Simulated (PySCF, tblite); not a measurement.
# C₅H₆F₂: dynamics, then NMR shifts on frames, part 1 of 2

How do NMR shifts of C₅H₆F₂ (`C=C/C=C/C(F)F`) change as the atoms move?

The runs use tblite 0.8.0 and PySCF 2.14.0, with density-fitted response routines of our own; the level of theory stands in each step. All values are computed, except where a source is named. Atoms are numbered from 0 throughout.

## (1) The starting structure

13 atoms, charge 0, multiplicity 1; geometry from: GFN2-xTB.

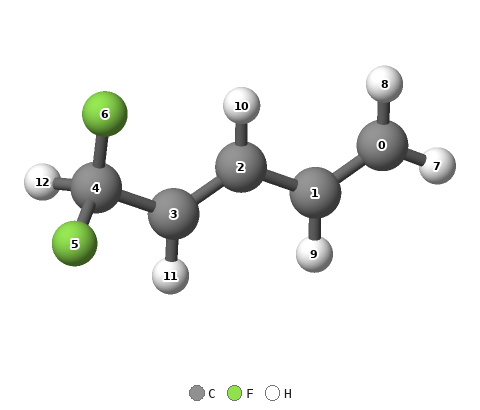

The starting geometry (carbon grey, fluorine green, hydrogen white), atoms numbered.

## (2) A short Langevin run with GFN2-xTB

Job settings and geometry (Å):

```
{"job": {"kind": "md", "xc": "GFN2-xTB", "basis": "xTB", "temperature": 300, "steps": 2000, "every": 50, "frames": 5}, "charge": 0, "multiplicity": 1}
C      2.538348     0.782310    -0.024899
C      1.566636    -0.124151    -0.026107
C      0.164386     0.223052    -0.020977
C     -0.817107    -0.676758    -0.020769
C     -2.270972    -0.327078    -0.020679
F     -2.912721    -0.927352     1.020438
F     -2.486755     1.002034     0.120134
H      3.577725     0.503719    -0.025161
H      2.323525     1.838246    -0.020231
H      1.799751    -1.180492    -0.027443
H     -0.074083     1.278295    -0.021915
H     -0.624692    -1.739648    -0.008537
H     -2.788430    -0.651690    -0.941581
```

Level: GFN2-xTB Langevin dynamics, gas phase.

Command:

```sh
> OMP_NUM_THREADS=1 python probes_run.py task.json out
```

The driver reads the jobs from task.json and runs them one after another.

The log of the run:

```text
t/fs     T/K      E/eV
    0.0   250.0   -630.54059
   25.0   231.9   -630.22228
   50.0   199.0   -630.14453
   75.0   187.4   -630.13495
  100.0   268.2   -630.25938
  125.0   175.4   -630.10862
  150.0   194.0   -630.02497
  175.0   356.2   -630.15342
  200.0   289.5   -630.02723
  225.0   318.4   -630.04986
  250.0   303.3   -630.07101
  275.0   322.6   -630.03836
  300.0   336.7   -630.23296
  325.0   232.5   -630.19864
  350.0   266.1   -630.14959
  375.0   188.1   -630.02517
  400.0   293.7   -630.27153
  425.0   262.6   -630.10860
  450.0   227.9   -630.13669
  475.0   344.9   -630.16215
  500.0   293.8   -630.15303
  525.0   349.3   -630.33719
  550.0   256.3   -630.06045
  575.0   353.8   -630.07643
  600.0   375.3   -630.08300
  625.0   334.4   -630.09396
  650.0   214.0   -629.98505
  675.0   324.8   -630.22384
  700.0   323.8   -630.06189
  725.0   372.5   -630.14615
  750.0   300.0   -629.99555
  775.0   376.7   -630.09938
  800.0   406.9   -629.98939
  825.0   385.0   -630.05252
  850.0   346.6   -629.98704
  875.0   321.2   -629.95258
  900.0   236.6   -629.83085
  925.0   345.2   -630.01529
  950.0   371.3   -630.11861
  975.0   285.2   -629.98284
 1000.0   302.6   -629.87879
```

Run time: 6.8 s. Hardware: 1 thread of Arm Neoverse V2, shared host; peak memory 0.19 GiB.

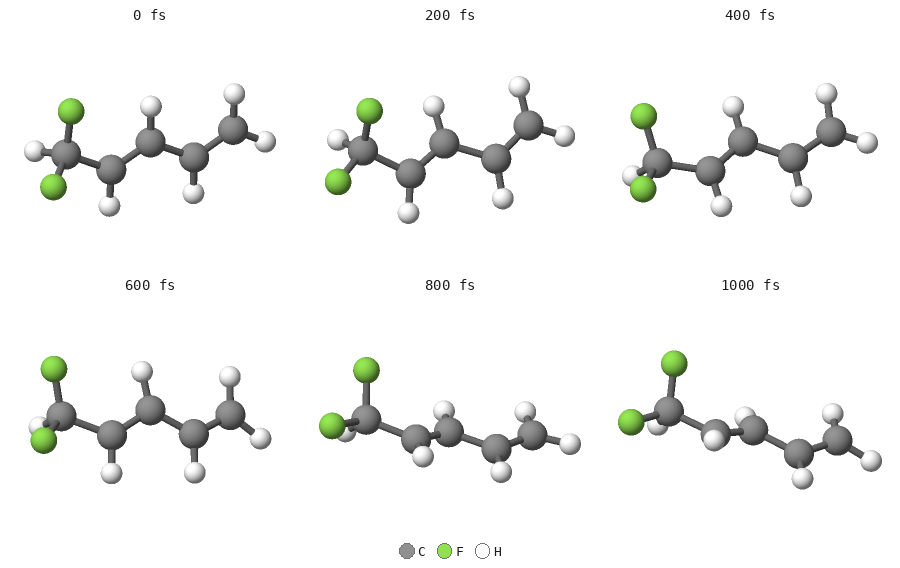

Frames of the run.

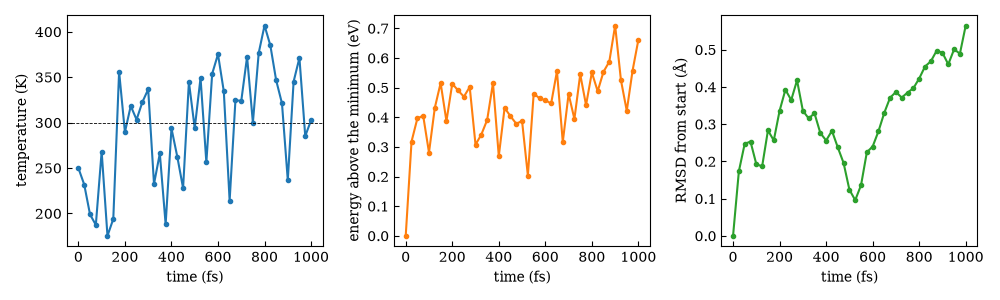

Temperature, potential energy and distance from the start.

Positions (Å) and forces (eV/Å) at 1000 fs:

```xyz
13

C     1.539   -0.514    0.983    0.851   -1.181   -0.403
C     0.302   -0.850    1.362    0.985    0.804   -0.524
C    -0.769   -0.625    0.403    0.002   -1.015   -0.317
C    -2.038   -0.680    0.785   -0.874    0.462   -0.884
C    -3.096   -0.516   -0.268    0.494   -1.400   -0.290
F    -4.342   -0.759    0.159   -0.546   -0.259    0.484
F    -3.102    0.770   -0.616   -0.057    0.821   -1.007
H     2.499   -0.888    1.377   -0.876    0.634    0.510
H     1.680   -0.111   -0.006   -0.058    0.144   -0.153
H     0.106   -1.193    2.372   -0.238   -0.089   -0.348
H    -0.559   -0.689   -0.724   -0.023    0.292    1.846
H    -2.491   -0.515    1.731    0.420   -0.275    0.950
H    -2.927   -1.254   -1.113   -0.081    1.062    0.136
```

## (3) Shielding tensors: 250 fs, PBE0/pcSseg-1

Job settings and geometry (Å):

```
{"job": {"kind": "nmr", "xc": "PBE0", "basis": "pcSseg-1", "pop": false}, "charge": 0, "multiplicity": 1}
C      2.180600     0.911800     0.045900
C      1.303100     0.078700     0.606400
C     -0.055000     0.145000     0.127200
C     -0.975200    -0.856300     0.291500
C     -2.378000    -0.570600    -0.080100
F     -3.345500    -1.189300     0.632500
F     -2.629500     0.729100     0.148000
H      3.172000     0.751200     0.401900
H      1.881100     1.677800    -0.598800
H      1.564100    -0.692200     1.276700
H     -0.460800     1.093200    -0.266000
H     -0.733800    -1.802100     0.766300
H     -2.654600    -0.715000    -1.212200
```

With the program's defaults for keys left out, this is: GIAO PBE0/pcSseg-1 NMR shielding, non-relativistic, gas phase.

The log of the run:

```text
coarse grid: 11328 points
cycle   1  E = -393.1556849086  dE =  9.500e-01  |g| = 7.047e-01  |ddm| = 3.161e+00
cycle   2  E = -393.0812669543  dE =  7.442e-02  |g| = 9.994e-01  |ddm| = 1.042e+00
cycle   3  E = -393.2416303362  dE = -1.604e-01  |g| = 1.077e-01  |ddm| = 6.598e-01
cycle   4  E = -393.2438948602  dE = -2.265e-03  |g| = 5.216e-02  |ddm| = 1.229e-01
cycle   5  E = -393.2445498315  dE = -6.550e-04  |g| = 1.565e-02  |ddm| = 5.012e-02
cycle   6  E = -393.2446102356  dE = -6.040e-05  |g| = 2.278e-03  |ddm| = 1.470e-02
cycle   7  E = -393.2446113926  dE = -1.157e-06  |g| = 7.161e-04  |ddm| = 2.223e-03
final grid: 111480 points
cycle   8  E = -393.3000936122  dE = -4.242e-05  |g| = 6.690e-03  |ddm| = 2.822e-02
cycle   9  E = -393.3000914358  dE =  2.176e-06  |g| = 7.986e-03  |ddm| = 1.119e-02
cycle  10  E = -393.3001039480  dE = -1.251e-05  |g| = 9.729e-04  |ddm| = 5.793e-03
cycle  11  E = -393.3001041041  dE = -1.561e-07  |g| = 1.616e-04  |ddm| = 7.727e-04
cycle  12  E = -393.3001041085  dE = -4.396e-09  |g| = 5.527e-05  |ddm| = 1.535e-04
cycle  13  E = -393.3001041091  dE = -5.379e-10  |g| = 2.088e-05  |ddm| = 5.553e-05
converged SCF energy = -393.3001041091

GIAO shielding tensors (ppm)
atom      isotropic    diamagn.    paramagn.     s11        s22        s33       span
  0 C       53.432     253.675    -200.243    -71.712     67.163    164.846    236.558
  1 C       38.663     255.756    -217.092    -89.290     48.891    156.389    245.678
  2 C       29.793     257.791    -227.998    -89.358     33.775    144.962    234.320
  3 C       48.415     257.194    -208.779    -57.464     66.897    135.812    193.275
  4 C       66.108     236.835    -170.727     48.744     63.586     85.993     37.248
  5 F      303.898     467.390    -163.492    200.792    341.826    369.077    168.285
  6 F      291.811     476.219    -184.408    190.814    321.006    363.612    172.798
  7 H       25.927      28.716      -2.789     21.940     25.124     30.718      8.778
  8 H       25.746      32.137      -6.391     20.915     26.187     30.136      9.221
  9 H       24.823      32.772      -7.948     21.217     24.514     28.738      7.521
 10 H       23.888      32.904      -9.015     18.865     22.493     30.307     11.442
 11 H       25.326      31.803      -6.478     22.757     24.855     28.365      5.609
 12 H       23.840      25.463      -1.622     20.861     22.641     28.018      7.157
```

It took 15 s on 1 thread of Arm Neoverse V2, shared host; peak memory 0.82 GiB.

The references, computed at this level on geometries of the same kind, shield at (ppm): 1H TMS 31.72, 13C TMS 186.9, 19F CFCl3 170.9. Their shielding less the atom's gives the shift. The references are single molecules in the gas phase, so shifts against H2O, NH3, PH3, H3PO4 or CFCl3 are not on the usual liquid scales and can be off by tens of ppm. Each atom is listed at this fixed geometry, with no averaging over motion; a spectrum would average atoms that exchange fast.

```csv
atoms,environment,σ (ppm),δ (ppm)
C2,alkene CH,29.8,157.1
C1,alkene CH,38.7,148.3
C3,alkene CH,48.4,138.5
C0,terminal =CH2 carbon,53.4,133.5
C4,allylic sp3 CH bonded to 2 F,66.1,120.8
H12,hydrogen on an allylic sp3 CH bonded to 2 F,23.84,7.88
H10,hydrogen on an alkene CH,23.89,7.83
H9,hydrogen on an alkene CH,24.82,6.89
H11,hydrogen on an alkene CH,25.33,6.39
H8,hydrogen on a terminal =CH2 carbon,25.75,5.97
H7,hydrogen on a terminal =CH2 carbon,25.93,5.79
F6,fluorine of a CF2 group,291.8,-120.9
F5,fluorine of a CF2 group,303.9,-133.0
```

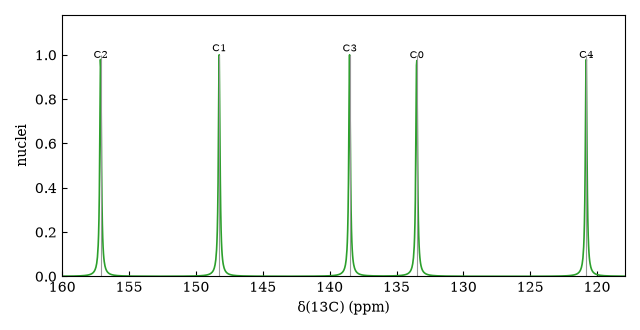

13C lines at the computed shifts, without couplings. Lines are broadened to a width of 0.15 ppm (Lorentzian).

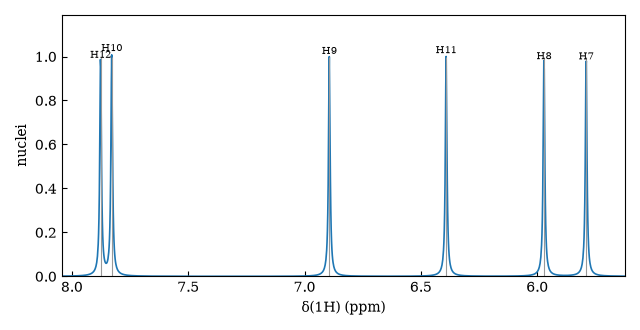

1H lines at the computed shifts, without couplings. Lines are broadened to a width of 0.01 ppm (Lorentzian).

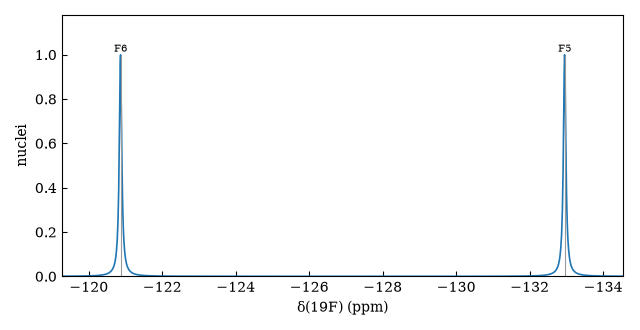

19F lines at the computed shifts, without couplings. Lines are broadened to a width of 0.08 ppm (Lorentzian).

The fields below are evaluated on a grid from the run's orbitals.

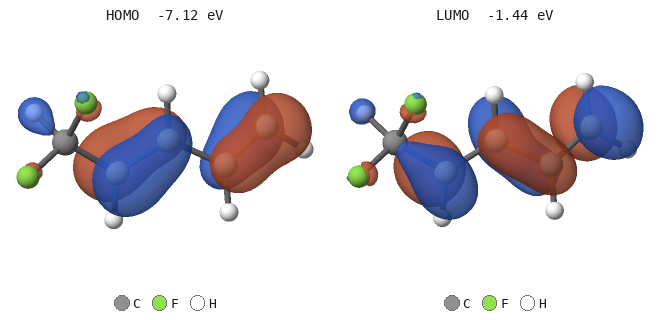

Frontier orbitals at PBE0/pcSseg-1; each surface holds 70 % of the orbital's density, blue and red mark the sign.

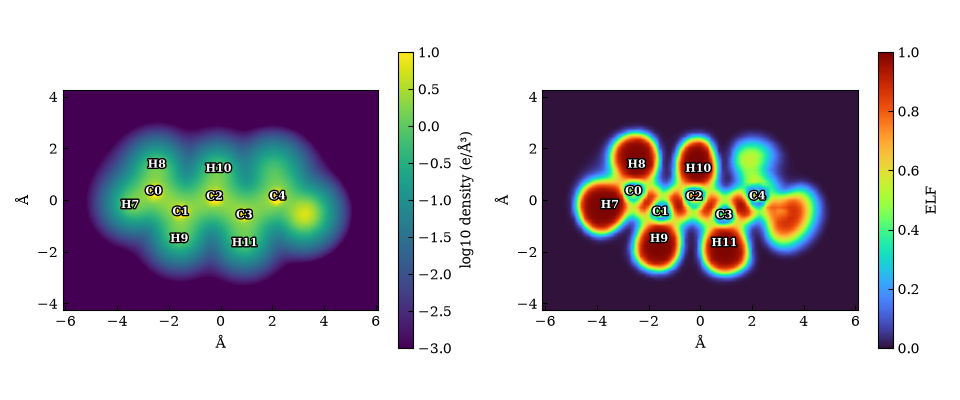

Density (left) and ELF (right) in a plane through or near 10 of the atoms.

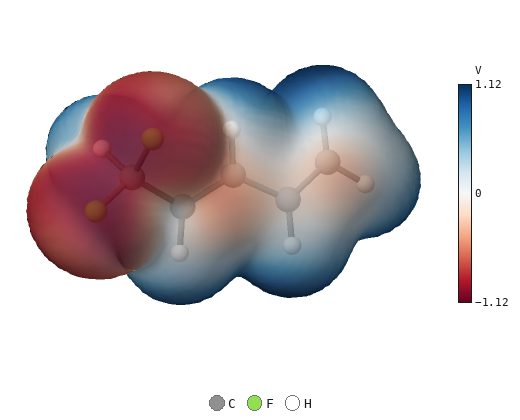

Electrostatic potential on the surface of density 0.002 e/bohr³; red is low, blue high. It runs, from the 1st to the 99th percentile, from -1.01 V near F6 to 1.12 V near H9.

(Continued in part 2 of 2.)
